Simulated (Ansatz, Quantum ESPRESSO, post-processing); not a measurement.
# Al(111) with two intrinsic faults two layers apart (four hcp-stacked layers): ballistic transmission, part 4 of 4

Wanted: the transmission near the Fermi level and the conductance of this junction: Al(111) with two intrinsic faults two layers apart (four hcp-stacked layers).

Quantum ESPRESSO 7.5; plane-wave DFT, PBE, GBRV ultrasoft pseudopotentials; cross-check by Ansatz 0.2.0 with PAW datasets.

So far. Step 3 (The open system): At no point does T exceed the number of channels. Step 5 (Transmission with pwcond.x, with ikind = 2): The message: “init_orbitals (1): Too big atomic spheres”. ikind = 2 asks for a second, right-hand lead, for which no boundary (bdr) or run was given; ikind = 1 fits one lead on both sides.

### Step 6. Cross-check with Ansatz

As a check, the same structure is run in Ansatz.

Level of this step: plane-wave DFT, PBE, Ansatz PAW (Ansatz 0.2.0).

The input, input.yaml:

```yaml
crystal:
  lattice:
    - [2.856711396, 0.0, 0.0]
    - [1.428355698, 2.4739846402, 0.0]
    - [0.0, 0.0, 51.3148919256]
  atoms:
    - { symbol: Al, position: [0.0, 0.0, 0.0] }
    - { symbol: Al, position: [0.333333333, 0.333333333, 0.0454545455] }
    - { symbol: Al, position: [0.666666667, 0.666666667, 0.0909090909] }
    - { symbol: Al, position: [0.0, 0.0, 0.1363636364] }
    - { symbol: Al, position: [0.333333333, 0.333333333, 0.1818181818] }
    - { symbol: Al, position: [0.666666667, 0.666666667, 0.2272727273] }
    - { symbol: Al, position: [0.0, 0.0, 0.2727272727] }
    - { symbol: Al, position: [0.333333333, 0.333333333, 0.3181818182] }
    - { symbol: Al, position: [0.666666667, 0.666666667, 0.3636363636] }
    - { symbol: Al, position: [0.333333333, 0.333333333, 0.4090909091] }
    - { symbol: Al, position: [0.666666667, 0.666666667, 0.4545454545] }
    - { symbol: Al, position: [0.333333333, 0.333333333, 0.5] }
    - { symbol: Al, position: [0.666666667, 0.666666667, 0.5454545455] }
    - { symbol: Al, position: [0.0, 0.0, 0.5909090909] }
    - { symbol: Al, position: [0.333333333, 0.333333333, 0.6363636364] }
    - { symbol: Al, position: [0.666666667, 0.666666667, 0.6818181818] }
    - { symbol: Al, position: [0.0, 0.0, 0.7272727273] }
    - { symbol: Al, position: [0.333333333, 0.333333333, 0.7727272727] }
    - { symbol: Al, position: [0.666666667, 0.666666667, 0.8181818182] }
    - { symbol: Al, position: [0.0, 0.0, 0.8636363636] }
    - { symbol: Al, position: [0.333333333, 0.333333333, 0.9090909091] }
    - { symbol: Al, position: [0.666666667, 0.666666667, 0.9545454545] }
kpoints:
  mp_grid: { grid: [10, 10, 1] }
hamiltonian:
  xc: pbe
scf:
  occupations: { method: fermi_dirac, width: 0.1 }
  convergence: { dr2_threshold: 1.0e-08 }
output:
  transmission: { leads: [[0, 3]], e_range: [-0.4, 0.4], de: 0.4, kmesh: [10, 10] }
  write_potential: true
  write_density: true
  volumetric_format: npy
```

The run is started by

```bash
$ ansatz run input.yaml --threads 2 --pin off --max-ram 4096MiB --backend cpu --events-out ev --progress --plain --runs-dir out
```

Numbers of over 12 decimals in the logs are rounded to 6 here.

What it wrote:

```text
Engine: ansatz 0.2.0, aarch64-unknown-linux-gnu
Pseudopotentials: kind: paw
Pseudopotential: Al, paw, valence charge 3, recommended cutoff 420 eV (normal), Al.paw.azcp
Functional definition: PBE
  parameter kappa = 0.804
  parameter beta = 0.066725
  exchange = pbe_x(kappa = kappa, mu = beta*pi^2/3)
  correlation = pbe_c(beta = beta)
Crystal: 22 atoms, lattice volume = 362.666 Å³
Basis set: ecut = 420 eV, 7095 PW (Γ)
Bands: 55, of which v1, the nominal top of the filled ones, is band 33 counted from 1 (32 counted from 0)
Symmetry: 12 space group operations
Space group: P-3m1 (ITA 164), of the structure as read, at distance tolerance 7.1e-5 Å
k-points: 14 of 100
Non-local potential: Al, projectors of the file, l = 0: 2, l = 1: 2, l = 2: 1
PAW form: soft (Blöchl's): semilocal exchange-correlation on the pseudo side does not see the compensation charge
PAW one-centre angular grid: Al, 110 points (default); XC on 64 Gauss nodes
Initial density: superposition of atomic densities (neutral atoms: chi_scale 0, normalization atom), corrected by the library's trained network
Initial wavefunctions: pseudopotential atomic-orbital guess
Functional: x = pbe(κ = 0.804, μ = 0.219515), c = pbe(β = 0.066725)
SCF iter   1: F=—  HF=-11825.034118 eV  |F-HF|=—  |Δ(HF+E_count)|=         —  Δρ=2.21e-3  dr2=6.13e0  ethr=1.77e-3  ⟨swp⟩=8.6  Hψ=4138  notcnv=0  defer=19
preconditioner: auto → Kerker (q_TF=auto, 2.054 Å⁻¹)  [metal: Δε(μ)=0.026 eV  Ē_g=7.359 eV  σ=0.100 eV  W_gap=0.07  n_scr=32 (ndim 8)  ℏωp=15.8 eV  f_vac=0.000  D(μ)=9.72/eV (n_scr^D=34)]
SCF iter   2: F=—  HF=-11825.012869 eV  |F-HF|=—  |Δ(HF+E_count)|=   2.12e-2  Δρ=1.05e-3  dr2=1.18e0  ethr=1.77e-3  ⟨swp⟩=1.4  Hψ=903  notcnv=0  defer=19
SCF iter   3: F=—  HF=-11825.007178 eV  |F-HF|=—  |Δ(HF+E_count)|=   5.69e-3  Δρ=1.71e-4  dr2=1.93e-3  ethr=1.77e-3  ⟨swp⟩=1.0  Hψ=684  notcnv=0  defer=19
SCF iter   4: F=—  HF=-11825.007098 eV  |F-HF|=—  |Δ(HF+E_count)|=   8.03e-5  Δρ=3.00e-5  dr2=4.99e-5  ethr=2.93e-6  ⟨swp⟩=1.1  Hψ=676  notcnv=0  defer=20
SCF iter   5: F=—  HF=-11825.007103 eV  |F-HF|=—  |Δ(HF+E_count)|=   4.97e-6  Δρ=6.13e-6  dr2=5.66e-6  ethr=7.57e-8  ⟨swp⟩=1.2  Hψ=717  notcnv=0  defer=20
SCF iter   6: F=—  HF=-11825.007106 eV  |F-HF|=—  |Δ(HF+E_count)|=   2.85e-6  Δρ=8.66e-7  dr2=1.50e-8  ethr=8.57e-9  ⟨swp⟩=1.3  Hψ=737  notcnv=0  defer=20
SCF iter   7: F=-11825.007106 eV  HF=-11825.007106 eV  |F-HF|=2.45e-9  |Δ(HF+E_count)|=   3.71e-9  Δρ=2.33e-7  dr2=2.60e-9  ethr=1.52e-11  ⟨swp⟩=14.5  Hψ=3314  notcnv=0
SCF 1 converged in 7 iterations: F = -11825.007106 eV  dr2 = 2.60e-9
  greatest PAW one-centre occupation: 0.456 electrons in one spin orbital (limit 2), on the Al atom at site 10 (counted from 0), in its partial waves of l = 0
transmission: 91 of 896 steps passed
transmission: 181 of 896 steps passed
[...]
transmission: 896 of 896 steps passed
SCF converged after 7 iterations
Free energy (F): -11825.007106 eV
Harris-Foulkes:  -11825.007106 eV  (|F-HF|=2.45e-9)
Internal energy: -11824.681234 eV  (E = F + TS)
E sigma→0 (E₀):  -11824.844170 eV
Entropy (-TS):   -0.325872 eV (-14.812 meV/atom)
Fermi energy:    8.022595 eV
--- Per-component energies (eV) ---
  E_band       = 233.281394
  E_kinetic    = 501.172368
  E_local      = 218.159889  (includes V_loc(G=0)·N_el)
  E_nonlocal   = 227.125461
  E_hartree    = 2.232260
  E_xc         = -874.196884
  E_vxc        = -637.157630  (∫ρ·V_xc dr)
  E_paw        = -10281.359576  (= ΣΔE_a)
  E_vpaw       = -80.483173  (= ΣTr[D̂ρ^β])
  E_aug_tail   = -0.000049  (compensation charges beyond the density's cutoff)
  E_ewald      = -1617.814704
  E_smearing   = -0.325872  (= −TS)
  E_closure    = -0.000000  (closes the sum)
  Σ components = -11825.007106   (vs F -11825.007106, Δ=0.00e0)
--- Band table (eV; the first three rows and the last of 14) ---
  k-point 0: bands = [... 29 lower, 8.9606, 8.9610, 10.5578, 10.5583, 12.2351, 12.2359, 13.9826, 13.9850, ... 18 higher]
  k-point 1: bands = [... 29 lower, 9.1689, 9.1747, 10.7517, 10.7634, 12.4005, 12.4269, 14.0746, 14.1483, ... 18 higher]
  k-point 2: bands = [... 29 lower, 9.6834, 9.8067, 10.9441, 11.3520, 11.6464, 11.8149, 11.8790, 11.9761, ... 18 higher]
  k-point 13: bands = [... 29 lower, 6.1512, 6.2769, 6.3231, 6.3383, 6.4168, 6.4191, 6.5878, 6.6202, ... 18 higher]
--- Transmission ---
  basis      : 61 plane waves across, 64 finite elements along
  points     : 14, standing for a mesh of 10 x 10
  energies   : 3 from -0.400000 to 0.400000 eV about the Fermi level, 0.400000 eV apart; the leads are filled to 0.000000 eV, and channels, transmission and decay are at 0.000000 eV
  crystal 0  : Al3, at the sites [0, 3], period 6.9975 Å, over 46.65 Å; its Hamiltonian steps by up to 4.1 meV
    offset         : up to 0.0000 Å between an atom of the period and one for which it stands
    channels       : 1.450000e0 a spin
    conductance    : none, the energies end too early or step too widely for 300 K: set another output.transmission.e_range or a lower de, or, where they end at an eighth of basis.ecutwfc, a higher one
    slowest decay  : 0.0573 /Å at (-0.4000, 0.3000)
  junction   : crystal 0 to crystal 0, -2.80 to 41.52 Å
    transmission   : 1.226075e0 a spin
    conductance    : none, the energies end too early or step too widely for 300 K: set another output.transmission.e_range or a lower de, or, where they end at an eighth of basis.ecutwfc, a higher one
```

Wall time 15 s (2 threads of Arm Neoverse V2, shared host); peak memory 0.68 GiB.

This step gave:

| Quantity | Value |
| --- | --- |
| free energy | -11825.0071 eV |
| energy at zero smearing | -11824.8442 eV |
| smearing term TS | 0.3259 eV |
| Fermi energy | 8.023 eV |
| symmetry operations | 12 |
| transmission at the Fermi level, one spin | 1.226 |
| lead channels at the Fermi level, one spin | 1.45 |
| step of the lead's Hamiltonian over a period | 4.1 meV |

Per spin; mean over the k mesh across the current. The transmission, zone mean by energy, zero at the Fermi level:

```csv
energy (eV),"transmission, zone mean"
-0.400,1.14
0.000,1.23
0.400,1.27
```

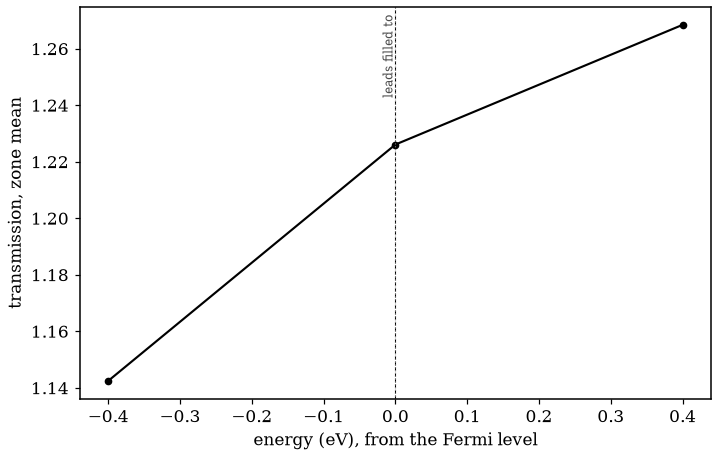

Transmission, zone mean, plotted against energy.

Per spin; mean over the k mesh across the current. Open channels, zone mean against energy, zero at the Fermi level:

```csv
energy (eV),"open channels, zone mean"
-0.400,1.27
0.000,1.45
0.400,1.39
```

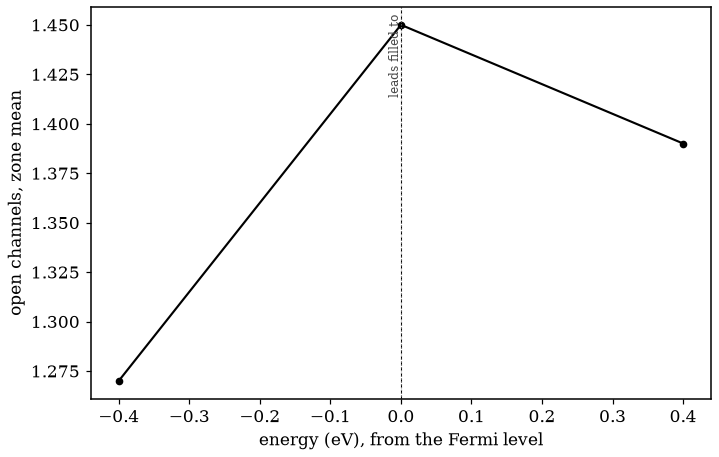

Open channels, zone mean, plotted against energy.

Ansatz finds T = 1.23 against pwcond's 1.21.

### Step 7. All levels side by side

All levels:

```csv
step,T at the Fermi level (per spin),conductance (G0),r.m.s. T(E) from the first,CPU time of the step (s),peak memory (GiB)
Ansatz,1.226,-,0,28.87,0.677
pwcond,1.212,1.212,0.0625,144.3,0.16
"pwcond, changed setting",1.212,1.212,0.06252,129,0.15
```

Per spin; mean over the k mesh across the current. The transmission, zone mean by energy, zero at the Fermi level:

```csv
energy (eV),Ansatz,pwcond,"pwcond, changed setting"
-0.400,1.14,1.25,1.25
0.000,1.23,1.21,1.21
0.400,1.27,1.27,1.27
```

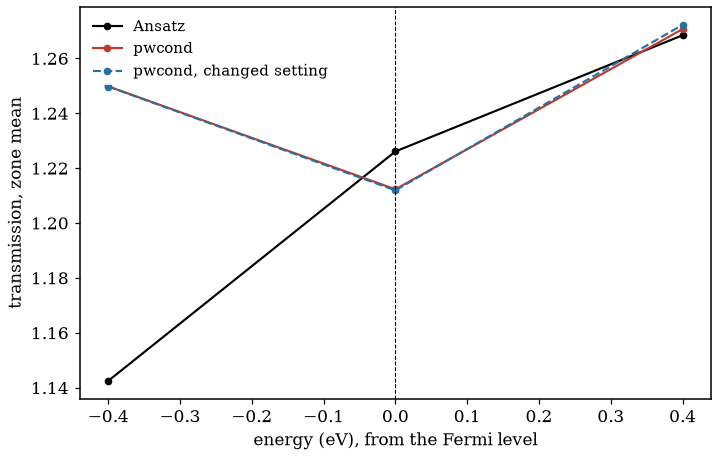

Transmission, zone mean, plotted against energy.

### Step 8. Worked from the printed numbers

The Landauer sum over the mesh, Σ w T = 0.1200 × 1.78 + 0.1200 × 1.51 + 0.1200 × 1.33 + … = 1.212.

G = 1.21 × 77.48 µS = 93.9 µS a cell. Times the area of 7.067 Å², the resistance-area product is A/G = 0.752 fΩ m², the leads' contact resistance included.

Free electrons at 3 an atom (3 atoms in 49.5 Å³) have k_F = 1.753 1/Å and offer A k_F²/4π = 1.73 channels per spin; the lead has 1.51 on this mesh.

### Step 9. Summary of results

```
conductance from T at the Fermi level, a cell (G₀ = 2e²/h) : 1.21 G₀
conductance per area                                       : 1329 S/μm²
lead channels per spin                                     : 1.51
the same conductance by Ansatz                             : 1.23 G₀
```

**Reading.** The junction conducts 1.21 G₀ a cell at the Fermi level (PBE, GBRV ultrasoft). At the Fermi level the junction passes 80 % of what the leads offer. At the Fermi level pwcond and Ansatz differ by 1.1 %, a close match. The codes count unlike numbers of lead channels on 6 % of the mesh. The mean rests on 14 distinct points, the heaviest weighing 0.12, and the mesh was not tested, so even the second digit is unsure. Over -0.4 to 0.4 eV, T lies between 1.2 and 1.3 per spin. The geometry is as built, not relaxed, and the leads are short.

[Logs are printed without paths, hosts, clocks, repeated set-up lines and the standing remarks that a program may print on its own settings, such as how far it seeks lower states.]

[Hosts, paths, dates, database ids (printed as entryN), source tags and the programs' standing remarks are cut or masked in the printed files.]

[Maps of the electrostatic potential energy from Ansatz leave out the sawtooth potential of an applied field or a dipole correction, so their vacuum need not be flat; planar profiles and work functions include it.]
